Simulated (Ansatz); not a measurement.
# CH3BFNS: from a rough start to a minimum

Aim: relax CH3BFNS from a cheap starting geometry, check the end point by its vibrations and derive ideal-gas thermochemistry, and look at its orbitals and charge.

Computed with Ansatz 0.2.0, Gaussian basis. Level: RKS PBE0-D4/def2-TZVP.

The runs, in order: relaxation at PBE-D4/def2-SVP; relaxation at PBE0-D4/def2-TZVP; harmonic vibrations at the same level; a single point in def2-TZVPP for the fields.

**1. The starting structure**

SMILES `N=CB(F)S`, 8 atoms, charge 0, spin multiplicity 1.

Atoms are counted from 1 here; the program's logs count them from 0.

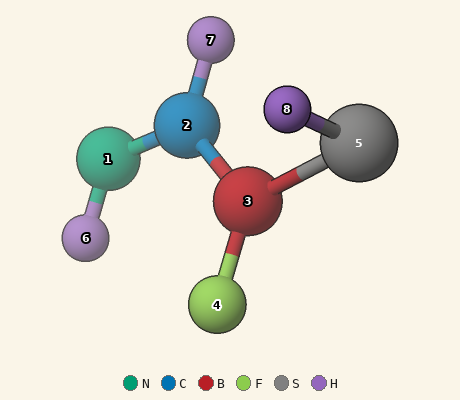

As it starts; nitrogen teal, carbon blue, boron red, fluorine green, sulfur grey, hydrogen purple; atoms are numbered from 1 in the order of the file.

The start is a force-field geometry with small random shifts, so a cheaper pass at PBE-D4/def2-SVP comes first.

**2. Geometry optimisation, PBE-D4/def2-SVP (cheap first pass)**

in.yaml

```yaml
crystal:
  periodic: [false, false, false]
  atoms:
    - {symbol: N, position_ang: [-0.677400, 0.701300, 1.655300]}
    - {symbol: C, position_ang: [0.033600, 0.718000, 0.609700]}
    - {symbol: B, position_ang: [-0.230400, -0.292600, -0.577800]}
    - {symbol: F, position_ang: [-1.216400, -1.227900, -0.515000]}
    - {symbol: S, position_ang: [0.956200, -0.294300, -2.069800]}
    - {symbol: H, position_ang: [-1.525800, 0.119800, 1.748500]}
    - {symbol: H, position_ang: [0.893100, 1.419300, 0.549200]}
    - {symbol: H, position_ang: [1.859200, -1.200700, -1.455800]}
basis:
  gaussian: {orbitals: def2-SVP}
hamiltonian: {xc: pbe, dispersion: d4}
relax: {f_tol: 0.03, max_steps: 200}
```

The run is started by

```bash
ansatz run in.yaml --threads 2 --pin off --events-out ev --progress --plain --max-ram 4352MiB
```

Output, shortened:

```text
Functional definition: PBE
  name "PBE"
  cite "Perdew, Burke & Ernzerhof, Phys. Rev. Lett. 77, 3865 (1996) doi:10.1103/PhysRevLett.77.3865"
  parent pbe
[...]
1011 factors; their error is unknown
[...]
mean field -16785.92257657 eV, -616.8712767821 hartree, gradient 2.7e-5 eV, S^2 0.000000; 0 other end points of the search recorded, 0 dependent functions left out
[...]
reference -16785.92260625 eV, -616.8712778729 hartree; 23, 23 occupied and 66, 66 virtual orbitals, 1011 factors
relax step   1: F+E_penalty+E_count = -16786.08126844 eV  Δ(F+E_penalty+E_count) = +0.000e0 eV  max|allowed force component| = 2.247e0 eV/Å  Δτ_max = 0.0000 Å  (30 SCF iters, accepted)
[...]
relax step   5: F+E_penalty+E_count = -16786.35201146 eV  Δ(F+E_penalty+E_count) = -5.582e-2 eV  max|allowed force component| = 3.541e-1 eV/Å  Δτ_max = 0.0402 Å  (31 SCF iters, accepted)
[...]
relax step   9: F+E_penalty+E_count = -16786.65479590 eV  Δ(F+E_penalty+E_count) = -1.251e-1 eV  max|allowed force component| = 1.198e0 eV/Å  Δτ_max = 0.1953 Å  (37 SCF iters, accepted)
[...]
relax step  13: F+E_penalty+E_count = -16786.91749459 eV  Δ(F+E_penalty+E_count) = -2.334e-2 eV  max|allowed force component| = 4.220e-1 eV/Å  Δτ_max = 0.0945 Å  (31 SCF iters, accepted)
[...]
relax step  16: F+E_penalty+E_count = -16786.93474605 eV  Δ(F+E_penalty+E_count) = -3.684e-3 eV  max|allowed force component| = 8.345e-2 eV/Å  Δτ_max = 0.0507 Å  (30 SCF iters, accepted)
[...]
relax step  17: F+E_penalty+E_count = -16786.93546688 eV  Δ(F+E_penalty+E_count) = -7.208e-4 eV  max|allowed force component| = 2.267e-2 eV/Å  Δτ_max = 0.0250 Å  (31 SCF iters, accepted)
1011 factors; their error is unknown
mean field -16786.77418487 eV, -616.9025728096 hartree, gradient 2.2e-5 eV, S^2 0.000000; 1 other end points of the search recorded, 0 dependent functions left out
[...]
reference -16786.77421368 eV, -616.9025738687 hartree; 23, 23 occupied and 66, 66 virtual orbitals, 1011 factors
Total energy: -16786.93549570 eV, -616.9085008734 hartree
Atom 0 at    -0.641265     0.782308     1.620709 Å, force    -0.006225    -0.004308    -0.004961 eV/Å
Atom 1 at     0.133247     0.495810     0.631862 Å, force     0.015052    -0.000806    -0.003290 eV/Å
Atom 2 at    -0.253388    -0.487357    -0.546397 Å, force     0.007562     0.010583     0.007412 eV/Å
Atom 3 at    -1.475220    -1.041192    -0.537377 Å, force    -0.004226     0.001098     0.009364 eV/Å
Atom 4 at     0.852814    -0.918462    -1.907203 Å, force     0.008637    -0.002407    -0.010468 eV/Å
Atom 5 at    -1.540283     0.269295     1.506993 Å, force    -0.000132     0.007228     0.005260 eV/Å
Atom 6 at     1.137698     0.984318     0.633729 Å, force    -0.022667    -0.012107     0.000241 eV/Å
Atom 7 at     1.878498    -0.141819    -1.458015 Å, force     0.002000     0.000719    -0.003559 eV/Å
Dipole moment:     0.227074    -0.026955    -0.194163 e Å
```

Wall time 24 s (2 threads of Intel Xeon Platinum 8559C, shared host).

Step by step: (the energy doesn't fall at every step)

| step | energy from step 1 (eV) | largest force component (eV/Å) |
| --- | --- | --- |
| 1 | 0.0000 | 2.2470 |
| 2 | -0.1479 | 1.0257 |
| 3 | -0.2149 | 1.1334 |
| 4 | -0.1660 | 1.8268 |
| 5 | -0.2707 | 0.3541 |
| 6 | -0.2865 | 0.1544 |
| 7 | -0.3376 | 0.5002 |
| 8 | -0.4484 | 0.7463 |
| 9 | -0.5735 | 1.1977 |
| 10 | -0.7273 | 0.5880 |
| 11 | -0.8071 | 0.8227 |
| 12 | -0.8129 | 1.2202 |
| 13 | -0.8362 | 0.4220 |
| 14 | -0.8280 | 0.6783 |
| 15 | -0.8498 | 0.0868 |
| 16 | -0.8535 | 0.0834 |
| 17 | -0.8542 | 0.0227 |

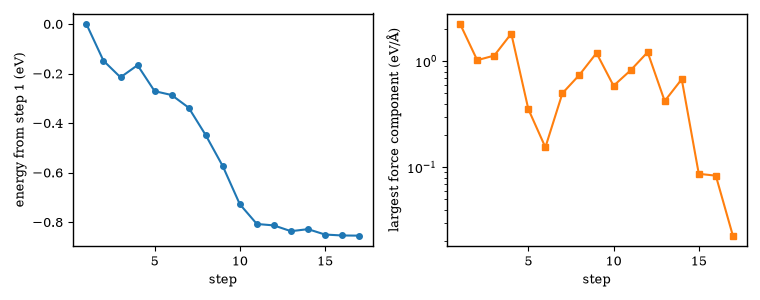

Energy and largest force along the relaxation.

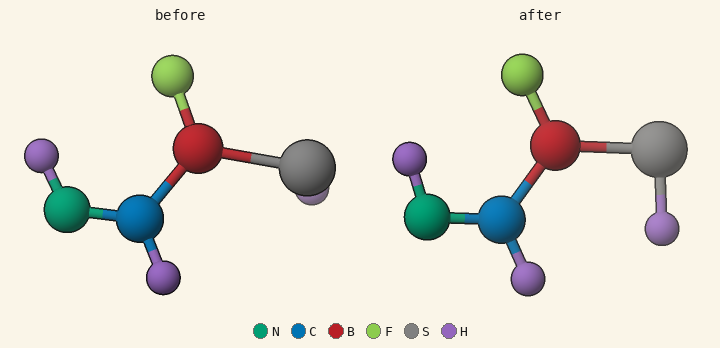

The geometry before (left) and after (right).

Distances of close pairs at the start and the end, largest changes first:

| bond | before (Å) | after (Å) | change (Å) |
| --- | --- | --- | --- |
| B3–S5 | 1.906 | 1.806 | -0.100 |
| S5–H8 | 1.419 | 1.363 | -0.056 |
| N1–C2 | 1.265 | 1.288 | +0.024 |
| B3–F4 | 1.360 | 1.342 | -0.019 |
| N1–H6 | 1.033 | 1.041 | +0.009 |
| C2–H7 | 1.111 | 1.117 | +0.006 |
| C2–B3 | 1.582 | 1.583 | +0.001 |

**3. Relaxation at PBE0-D4/def2-TZVP**

in.yaml

```yaml
crystal:
  periodic: [false, false, false]
  atoms:
    - {symbol: N, position_ang: [-0.641265, 0.782308, 1.620709]}
    - {symbol: C, position_ang: [0.133247, 0.495810, 0.631862]}
    - {symbol: B, position_ang: [-0.253388, -0.487357, -0.546397]}
    - {symbol: F, position_ang: [-1.475220, -1.041192, -0.537377]}
    - {symbol: S, position_ang: [0.852814, -0.918462, -1.907203]}
    - {symbol: H, position_ang: [-1.540283, 0.269295, 1.506993]}
    - {symbol: H, position_ang: [1.137698, 0.984318, 0.633729]}
    - {symbol: H, position_ang: [1.878498, -0.141819, -1.458015]}
basis:
  gaussian: {orbitals: def2-TZVP}
hamiltonian: {xc: pbe0, dispersion: d4}
relax: {f_tol: 0.005, max_steps: 150}
```

Launched as before.

Output, shortened:

```text
Functional definition: PBE0
  name "PBE0"
  cite "Adamo & Barone, J. Chem. Phys. 110, 6158 (1999) doi:10.1063/1.478522"
  cite "Perdew, Burke & Ernzerhof, Phys. Rev. Lett. 77, 3865 (1996) doi:10.1103/PhysRevLett.77.3865"
  parent pbe
[...]
1063 factors; their error is unknown
[...]
mean field -16798.49109787 eV, -617.3331614206 hartree, gradient 2.8e-5 eV, S^2 0.000000; 0 other end points of the search recorded, 0 dependent functions left out
[...]
reference -16798.49112398 eV, -617.3331623801 hartree; 23, 23 occupied and 156, 156 virtual orbitals, 1063 factors
relax step   1: F+E_penalty+E_count = -16798.62676676 eV  Δ(F+E_penalty+E_count) = +0.000e0 eV  max|allowed force component| = 1.035e0 eV/Å  Δτ_max = 0.0000 Å  (30 SCF iters, accepted)
[...]
reference -16798.52765208 eV, -617.3345047628 hartree; 23, 23 occupied and 156, 156 virtual orbitals, 1063 factors
Total energy: -16798.66404249 eV, -617.3395170181 hartree
Atom 0 at    -0.642086     0.775050     1.597581 Å, force    -0.003560     0.002845     0.002035 eV/Å
Atom 1 at     0.135792     0.490770     0.633933 Å, force     0.004384    -0.004206     0.002670 eV/Å
Atom 2 at    -0.246281    -0.486478    -0.538260 Å, force    -0.002547     0.004359    -0.001573 eV/Å
Atom 3 at    -1.454024    -1.038248    -0.524330 Å, force     0.002233    -0.001212     0.000942 eV/Å
Atom 4 at     0.845951    -0.906383    -1.897243 Å, force    -0.000375    -0.001168    -0.000312 eV/Å
Atom 5 at    -1.533834     0.282456     1.493189 Å, force     0.000974    -0.000525    -0.002223 eV/Å
Atom 6 at     1.122305     0.967860     0.649828 Å, force    -0.000711    -0.000485    -0.001660 eV/Å
Atom 7 at     1.864278    -0.142127    -1.470396 Å, force    -0.000398     0.000393     0.000121 eV/Å
Dipole moment:     0.257210    -0.033512    -0.225762 e Å
```

Run time: 27 s. Hardware: 2 threads of Intel Xeon Platinum 8559C, shared host; peak memory 0.41 GiB.

Relaxation path:

| step | energy from step 1 (eV) | largest force component (eV/Å) |
| --- | --- | --- |
| 1 | 0.0000 | 1.0354 |
| 2 | -0.0329 | 0.3073 |
| 3 | -0.0369 | 0.0522 |
| 4 | -0.0369 | 0.0527 |
| 5 | -0.0363 | 0.0756 |
| 6 | -0.0372 | 0.0162 |
| 7 | -0.0372 | 0.0044 |

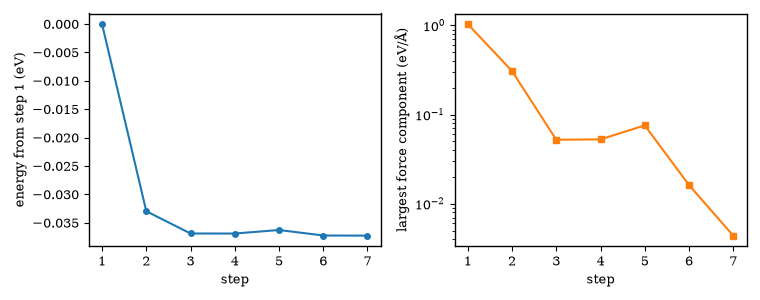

Energy and largest force along the relaxation.

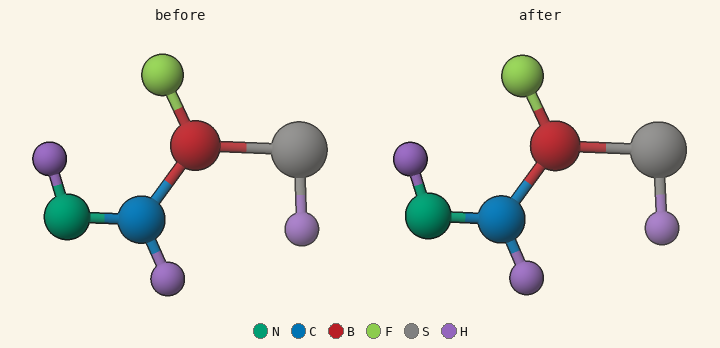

Before and after, at one scale.

Distances of close pairs at the start and the end, largest changes first:

| bond | before (Å) | after (Å) | change (Å) |
| --- | --- | --- | --- |
| C2–H7 | 1.117 | 1.096 | -0.021 |
| S5–H8 | 1.363 | 1.343 | -0.020 |
| N1–C2 | 1.288 | 1.271 | -0.018 |
| N1–H6 | 1.041 | 1.024 | -0.017 |
| B3–F4 | 1.342 | 1.328 | -0.014 |
| B3–S5 | 1.806 | 1.793 | -0.013 |
| C2–B3 | 1.583 | 1.573 | -0.009 |

Mulliken charges at the end point, from the run's report:

| atom | value (e) |
| --- | --- |
| N1 | -0.27 |
| C2 | -0.12 |
| B3 | 0.31 |
| F4 | -0.23 |
| S5 | -0.17 |
| H6 | 0.22 |
| H7 | 0.10 |
| H8 | 0.17 |

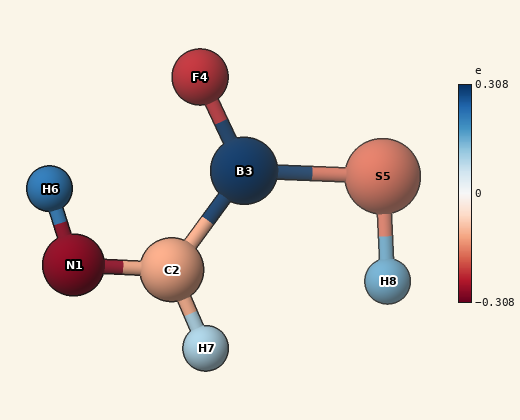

Mulliken charges at the end point, from the run's report, as colours on the atoms.

**4. Harmonic vibrations**

in.yaml

```yaml
crystal:
  periodic: [false, false, false]
  atoms:
    - {symbol: N, position_ang: [-0.642086, 0.775050, 1.597581]}
    - {symbol: C, position_ang: [0.135792, 0.490770, 0.633933]}
    - {symbol: B, position_ang: [-0.246281, -0.486478, -0.538260]}
    - {symbol: F, position_ang: [-1.454024, -1.038248, -0.524330]}
    - {symbol: S, position_ang: [0.845951, -0.906383, -1.897243]}
    - {symbol: H, position_ang: [-1.533834, 0.282456, 1.493189]}
    - {symbol: H, position_ang: [1.122305, 0.967860, 0.649828]}
    - {symbol: H, position_ang: [1.864278, -0.142127, -1.470396]}
basis:
  gaussian: {orbitals: def2-TZVP}
hamiltonian: {xc: pbe0, dispersion: d4}
phonons: {temperatures: {t_min: 298.15, t_max: 900, t_step: 200}}
```

The command is unchanged.

Output, shortened:

```text
Functional definition: PBE0
  name "PBE0"
  cite "Adamo & Barone, J. Chem. Phys. 110, 6158 (1999) doi:10.1063/1.478522"
  cite "Perdew, Burke & Ernzerhof, Phys. Rev. Lett. 77, 3865 (1996) doi:10.1103/PhysRevLett.77.3865"
  parent pbe
[...]
1063 factors; their error is unknown
[...]
mean field -16798.52762617 eV, -617.3345038109 hartree, gradient 3.3e-5 eV, S^2 0.000000; 0 other end points of the search recorded, 0 dependent functions left out
[...]
reference -16798.52765219 eV, -617.3345047669 hartree; 23, 23 occupied and 156, 156 virtual orbitals, 1063 factors
[...]
1063 factors; their error is unknown
mean field -16798.52742190 eV, -617.3344963040 hartree, gradient 1.1e-6 eV, S^2 0.000000; 0 other end points of the search recorded, 0 dependent functions left out
[...]
reference -16798.52744792 eV, -617.3344972600 hartree; 23, 23 occupied and 156, 156 virtual orbitals, 1063 factors
[...]
Atom 0 at    -0.642086     0.775050     1.597581 Å, force    -0.003495     0.002838     0.001989 eV/Å
Atom 1 at     0.135792     0.490770     0.633933 Å, force     0.004331    -0.004197     0.002711 eV/Å
Atom 2 at    -0.246281    -0.486478    -0.538260 Å, force    -0.002572     0.004343    -0.001567 eV/Å
Atom 3 at    -1.454024    -1.038248    -0.524330 Å, force     0.002258    -0.001201     0.000939 eV/Å
Atom 4 at     0.845951    -0.906383    -1.897243 Å, force    -0.000369    -0.001174    -0.000327 eV/Å
Atom 5 at    -1.533834     0.282456     1.493189 Å, force     0.000940    -0.000530    -0.002212 eV/Å
Atom 6 at     1.122305     0.967860     0.649828 Å, force    -0.000694    -0.000477    -0.001658 eV/Å
Atom 7 at     1.864278    -0.142127    -1.470396 Å, force    -0.000399     0.000397     0.000126 eV/Å
Dipole moment:     0.257211    -0.033512    -0.225762 e Å
Vibrations: 90.88 191.23 300.74 381.86 432.87 470.93 726.73 788.17 825.31 1082.10 1178.83 1234.89 1348.44 1432.76 1691.42 2716.97 3062.08 3423.99 cm⁻¹, zero-point energy 1.325405 eV
```

It took 1.8 min on 2 threads of Intel Xeon Platinum 8559C, shared host; peak memory 0.41 GiB.

Motions are named by where the mode's potential energy lies. Wavenumbers, unscaled:

| mode | cm⁻¹ | motion |
| --- | --- | --- |
| 1 | 91 | torsion |
| 2 | 191 | bend |
| 3 | 301 | bend |
| 4 | 382 | torsion |
| 5 | 433 | bend with B–S stretch |
| 6 | 471 | torsion |
| 7 | 727 | mixed, led by bend |
| 8 | 788 | torsion |
| 9 | 825 | bend |
| 10 | 1082 | B–C and B–S stretch |
| 11 | 1179 | bend |
| 12 | 1235 | bend |
| 13 | 1348 | B–F stretch |
| 14 | 1433 | bend |
| 15 | 1691 | C–N stretch |
| 16 | 2717 | S–H stretch |
| 17 | 3062 | C–H stretch |
| 18 | 3424 | N–H stretch |

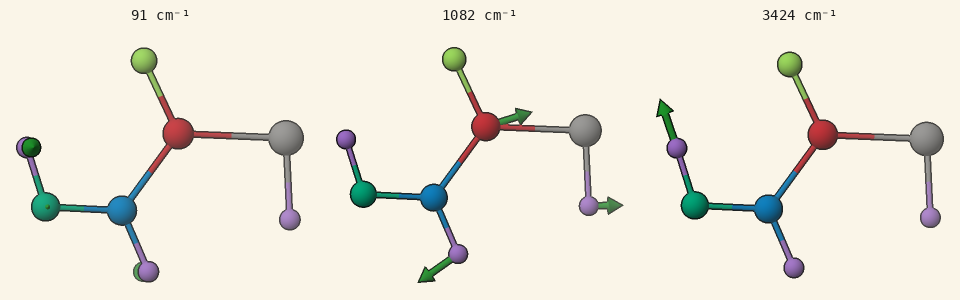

How the atoms move in 3 of the modes.

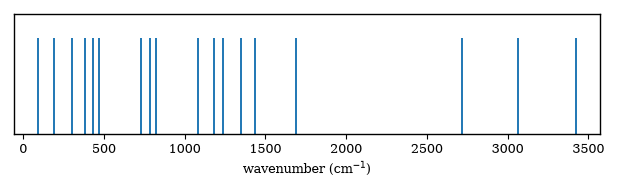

The harmonic wavenumbers as sticks (no intensities were computed).

From these modes and the moments of inertia (298.15 K, 1 bar, symmetry number 1):

| term | value |
| --- | --- |
| zero-point energy | 127.9 kJ/mol |
| H(298) − E | 145.5 kJ/mol |
| entropy, translation | 165.1 J/(mol K) |
| entropy, rotation | 111.2 J/(mol K) |
| entropy, vibration | 45.0 J/(mol K) |
| entropy, total | 321.3 J/(mol K) |

**5. Orbitals, density and potential**

in.yaml: that of step 4 with these lines changed.

```diff
@@ -12,4 +12,4 @@
 basis:
-  gaussian: {orbitals: def2-TZVP}
+  gaussian: {orbitals: def2-TZVPP}
 hamiltonian: {xc: pbe0, dispersion: d4}
-phonons: {temperatures: {t_min: 298.15, t_max: 900, t_step: 200}}
+output: {orbitals: {seedname: orbitals}}
```

Launched as before.

Output:

```text
Functional definition: PBE0
  name "PBE0"
  cite "Adamo & Barone, J. Chem. Phys. 110, 6158 (1999) doi:10.1063/1.478522"
  cite "Perdew, Burke & Ernzerhof, Phys. Rev. Lett. 77, 3865 (1996) doi:10.1103/PhysRevLett.77.3865"
  parent pbe
  parameter a = 0.25
  parameter kappa = 0.804
  parameter beta = 0.06672455060314922
  exchange = (1 - a)*pbe_x(kappa = kappa, mu = beta*pi^2/3) + a*exact_x
  correlation = pbe_c(beta = beta)
1152 factors; their error is unknown
mean field evaluation 1: about -16792.8063 eV, gradient 5.3e1 eV
mean field evaluation 2: about -16785.6861 eV, gradient 7.6e1 eV
mean field evaluation 4: about -16798.4606 eV, gradient 6.6e0 eV
mean field evaluation 8: about -16798.5514 eV, gradient 1.7e-1 eV
mean field evaluation 16: about -16798.5753 eV, gradient 2.3e-4 eV
mean field -16798.57532890 eV, -617.3362568539 hartree, gradient 4.4e-5 eV, S^2 0.000000; 0 other end points of the search recorded, 0 dependent functions left out
reference -16798.57535516 eV, -617.3362578187 hartree; 23, 23 occupied and 185, 185 virtual orbitals, 1152 factors
Total energy: -16798.71174558 eV, -617.3412700741 hartree
```

It took 2.6 s on 2 threads of Intel Xeon Platinum 8559C, shared host; peak memory 0.43 GiB.

The fields below are evaluated on a grid from the run's orbitals.

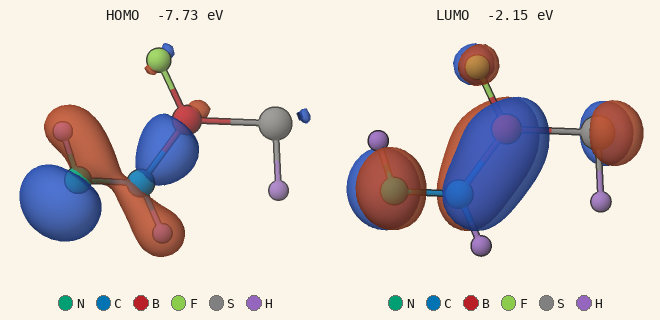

Frontier orbitals at PBE0-D4/def2-TZVPP; each surface holds 70 % of the orbital's density, blue and red mark the sign.

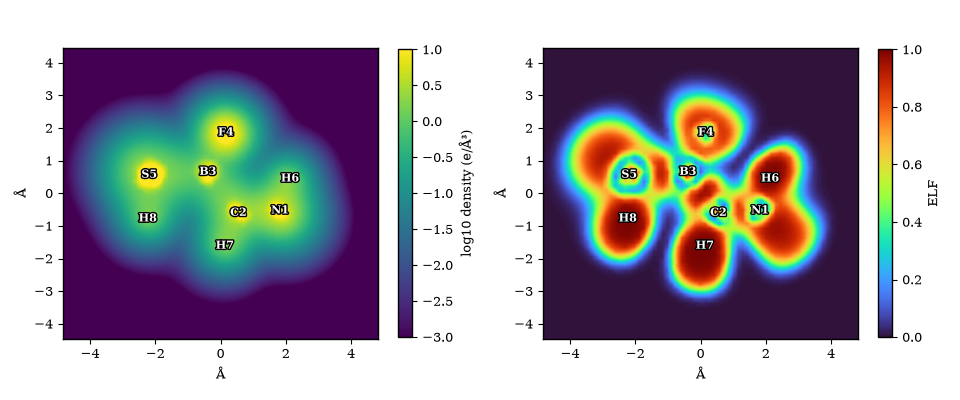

Density (left) and ELF (right) in a plane through or near 8 of the atoms.

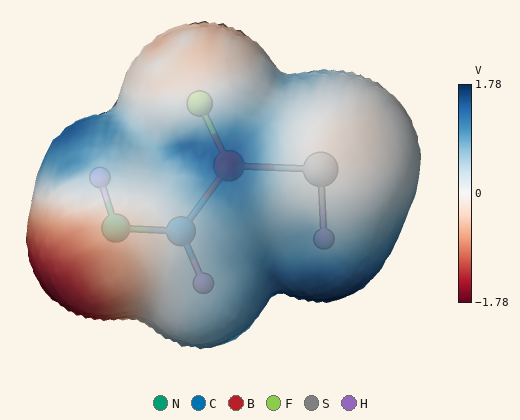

The potential that a unit positive charge feels on the 0.002 e/bohr³ surface, from the 1st to the 99th percentile, from -1.61 V near N1 to 1.78 V near H8.

**6. Summary of results**

| quantity | value |
| --- | --- |
| point group | Cs |
| steps | 17 + 7 |
| shift from the start (rms) | 0.510 Å |
| total energy | -16798.6640 eV |
| dispersion term | -136 meV |
| dipole moment | 1.65 D |
| lowest, highest wavenumber | 91, 3424 cm⁻¹ |
| zero-point energy | 127.9 kJ/mol |
| entropy at 298.15 K | 321.3 J/(mol K) |
| HOMO, LUMO | -7.73, -2.15 eV |

What this shows: The relaxed geometry lies 0.51 Å (rms) from the start; the bond that changed most is B3–S5, from 1.906 to 1.793 Å. No mode is imaginary: a true minimum at this level. The stiffest mode, 3424 cm⁻¹, is an N–H stretch, and 2 modes under 200 cm⁻¹ make the vibrational entropy uncertain. Harmonic hybrid wavenumbers usually lie a few per cent above measured fundamentals. The largest Mulliken charge, +0.31 e, sits on B3. The HOMO lies mostly on N1 54 %; B3 10 % and the LUMO on B3 30 %; N1 27 %.
